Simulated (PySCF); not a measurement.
# C₃H₂O: NMR shielding calculation

System: C₃H₂O (2-propynal).
Method: GIAO wB97X-D/pcSseg-2 NMR shielding, non-relativistic, IEF-PCM chloroform (PySCF 2.14.0).

The geometry comes from this level: PBE0-D3(BJ)/def2-TZVP. Figures and captions count atoms from 1; the log counts them from 0 in places.

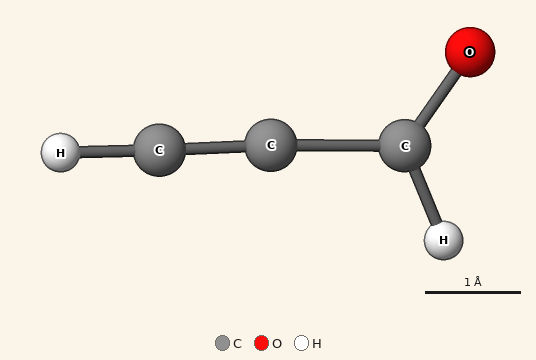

**Figure 1.** The input geometry (ball-and-stick view, seen at a tilt). Bond lengths as drawn: C–C 1.20 to 1.44 Å, C–H 1.07 to 1.11 Å and C–O 1.20 Å.

### Key numbers

- outcome: converged
- total energy: −190.659074 hartree
- HOMO: −10.25 eV
- LUMO: −0.33 eV
- dipole moment: 3.62 D
- isotropic shielding, C: −7.0 to 99.2 ppm
- isotropic shielding, O: −370.0 ppm
- isotropic shielding, H: 22.2 to 27.9 ppm
- hardware: 1 CPU thread, shared host
- wall time: 6.9 s
- peak memory: 0.72 GiB

### Input file
```
{"job": {"kind": "nmr", "xc": "wB97X-D", "basis": "pcSseg-2", "pop": false, "solvent": "chloroform"}, "charge": 0, "multiplicity": 1}
C      1.467230     0.056648     0.444895
C      0.319119    -0.022236     0.098731
C     -1.057411    -0.052781    -0.335092
O     -1.761436    -1.024511    -0.264754
H      2.484273     0.107472     0.758144
H     -1.427398     0.905037    -0.746566
```

The first line tells a small driver script what to run in PySCF; the rest is the geometry in Å.

Launch command:
```bash
OMP_NUM_THREADS=1 python <driver script> task.json out
```

### Log
```
coarse grid: 5584 points
cycle   1  E = -190.5269640328  dE =  6.742e-01  |g| = 8.211e-01  |ddm| = 1.926e+00
cycle   2  E = -190.3933163406  dE =  1.336e-01  |g| = 1.237e+00  |ddm| = 1.246e+00
cycle   3  E = -190.6596078693  dE = -2.663e-01  |g| = 6.407e-02  |ddm| = 7.952e-01
cycle   4  E = -190.6604387603  dE = -8.309e-04  |g| = 3.718e-02  |ddm| = 9.677e-02
cycle   5  E = -190.6607345239  dE = -2.958e-04  |g| = 1.238e-02  |ddm| = 4.361e-02
cycle   6  E = -190.6607686081  dE = -3.408e-05  |g| = 4.732e-03  |ddm| = 1.817e-02
cycle   7  E = -190.6607764352  dE = -7.827e-06  |g| = 1.258e-03  |ddm| = 6.180e-03
final grid: 55576 points
cycle   8  E = -190.6590725562  dE = -8.938e-05  |g| = 3.096e-03  |ddm| = 8.570e-02
cycle   9  E = -190.6590733245  dE = -7.683e-07  |g| = 2.336e-03  |ddm| = 8.264e-03
cycle  10  E = -190.6590741255  dE = -8.010e-07  |g| = 1.068e-03  |ddm| = 1.528e-03
cycle  11  E = -190.6590743377  dE = -2.121e-07  |g| = 1.432e-04  |ddm| = 1.057e-03
cycle  12  E = -190.6590743490  dE = -1.136e-08  |g| = 1.038e-04  |ddm| = 3.941e-04
cycle  13  E = -190.6590743539  dE = -4.907e-09  |g| = 4.420e-05  |ddm| = 1.583e-04
cycle  14  E = -190.6590743552  dE = -1.277e-09  |g| = 9.849e-06  |ddm| = 1.083e-04
cycle  15  E = -190.6590743553  dE = -7.628e-11  |g| = 2.930e-06  |ddm| = 1.644e-05
```

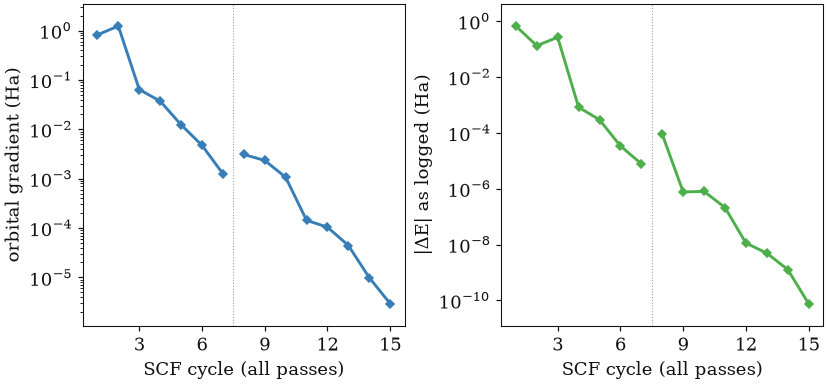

**Figure 2.** Convergence of the self-consistent field: orbital gradient and size of the energy change against the SCF cycle. The dotted line marks the change from a coarse to the final integration grid. The first 7 cycles use a coarse grid, the final grid takes over at cycle 8, and the field converges after 15 cycles in all.

```
converged SCF energy = -190.6590743553

GIAO shielding tensors (ppm)
atom      isotropic    diamagn.    paramagn.     s11        s22        s33       span
  0 C       90.398     262.678    -172.280     31.554     40.396    199.244    167.690
  1 C       99.164     261.354    -162.190     -2.886      4.836    295.542    298.428
  2 C       -6.994     249.629    -256.623   -102.827    -21.266    103.111    205.938
  3 O     -370.011     395.429    -765.440  -1022.686   -486.113    398.764   1421.450
  4 H       27.927      31.089      -3.162     24.267     24.766     34.749     10.482
  5 H       22.176      28.196      -6.020     19.816     21.665     25.047      5.232
```

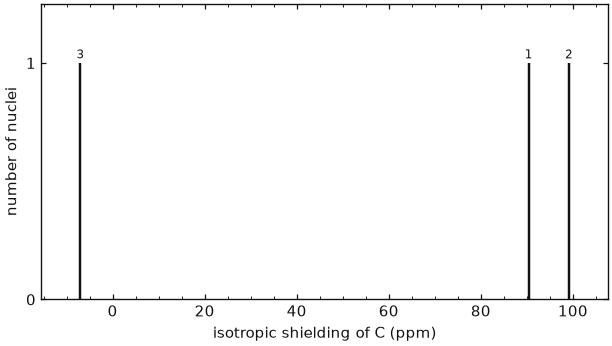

**Figure 3.** Isotropic shieldings of the carbon nuclei in this fixed geometry, labelled by atom number; shielding grows to the right, so chemical shift grows to the left. The least shielded is C3 (−7.0 ppm), the most shielded C2 (99.2 ppm).
